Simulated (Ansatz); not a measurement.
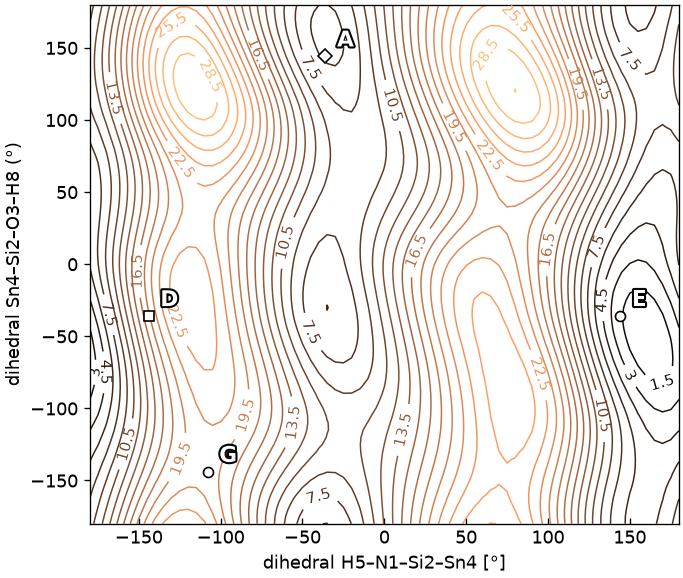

H₇NOSiSn, SMILES N[SiH](O)[SnH3]. The first coordinate is: dihedral H5–N1–Si2–Sn4; the second: dihedral Sn4–Si2–O3–H8. Nothing is relaxed (all other coordinates rigid). Grid: 10 × 10 points. Points are written as (first, second). All energies are given in kJ/mol relative to the relaxed molecule at the same level. Level of theory: RKS PBE-D4/def2-SVP (Ansatz).

Drawn: contour lines labelled in kJ/mol (none above 30), lettered points. Between grid points the surface is interpolated.

Q: Is G the lowest point of the computed grid?

A: No. G lies 18.5 kJ/mol above the lowest grid point, which is at (144°, −36°).

Q: Rank the lettered points by energy, lowest first.

A: E (1.8 kJ/mol), A (5.8 kJ/mol), D (17.8 kJ/mol), G (20.3 kJ/mol).
